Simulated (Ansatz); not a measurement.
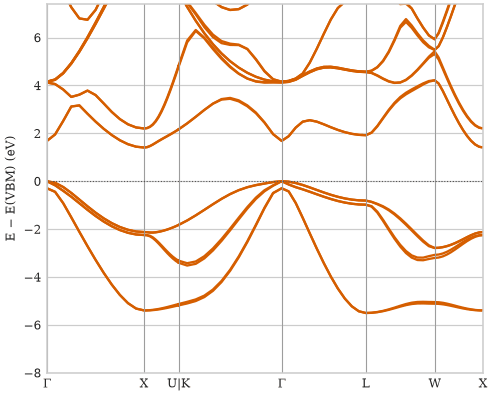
*Band structure from plane-wave PAW PBE with spin–orbit coupling (Ansatz code)*

### Question
Read off the gap and where the band edges lie.

### Answer
About 1.4 eV (1.41 eV by a search for the band edges); maximum at Γ, minimum at X.

The material is AlAs (zinc blende, space group No. 216).

Space group F-43m (zinc blende). Symmetry was held in the PBE relaxation.

Potentials: the earlier of the program's two PAW sets.
